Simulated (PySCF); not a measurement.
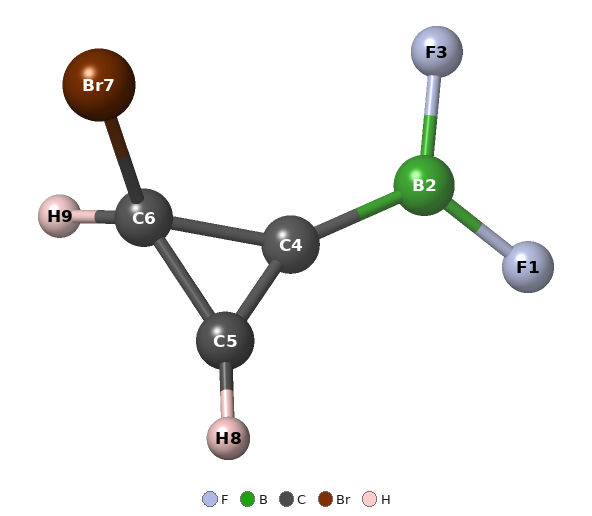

The geometry was computed by an optimisation with PBE0-D3(BJ)/def2-SVP. No frequency run is at hand to confirm it as a minimum. Method: delta-SCF UKS B3LYP, pcX-2 on the ionised atom, pcseg-1 elsewhere, spin-free X2C (PySCF 2.14.0).

Give the core-electron binding energies (to vacuum) of F1 1s, B2 1s, C4 1s, C5 1s, C6 1s.

```tsv
atom	level	binding energy (eV)
F1	1s	693.5
B2	1s	200.1
C4	1s	291.5
C5	1s	292.0
C6	1s	292.6
```
